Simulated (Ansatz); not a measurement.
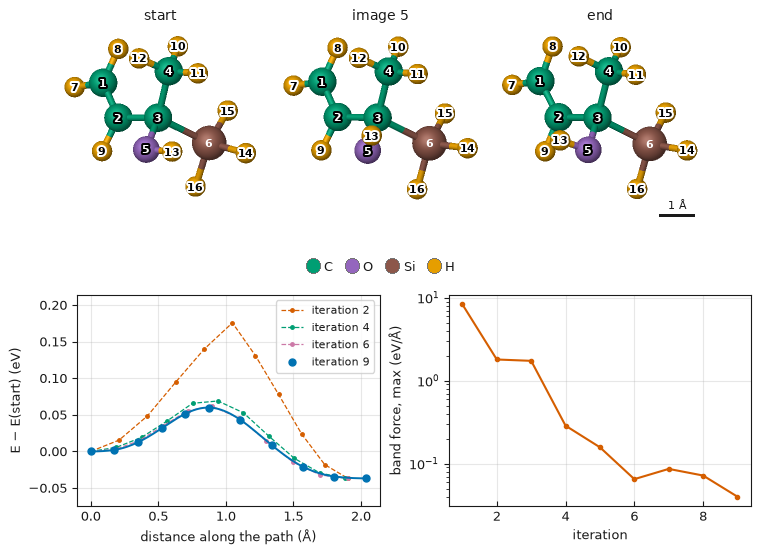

NEB run on C4H10OSi. Images are numbered from 0 (start) to 10 (end). The plot follows the band through its iterations. Style: ball-and-stick. Shown from a free direction.

Level of theory: RKS PBE0/cc-pVDZ (Ansatz 0.2.0). Set-up: 9 movable images; climbing image; force threshold 0.05 eV/Å; iteration limit 30; starting path through a guess of the saddle point.

Question: Did the band converge, and can the barrier be trusted?

Answer: The result is final at these settings. The band converged in 9 iterations. The largest component of the band force went from 8.3 to 0.04 eV/Å. The climbing image converged on the top of the path. Its vibrational analysis gives one imaginary mode (332i cm⁻¹), as a transition state must have. The first iteration put the highest image at 0.656 eV. The energy climbs by 0.060 eV to image 5 and then falls by 0.097 eV, so the end point sits at −0.037 eV.

The run took 9.2 min on 2 threads of Intel(R) Xeon(R) Platinum 8259CL CPU @ 2.50GHz (Skylake/Cascade Lake), with other jobs on the host, peak memory 0.44 GiB.
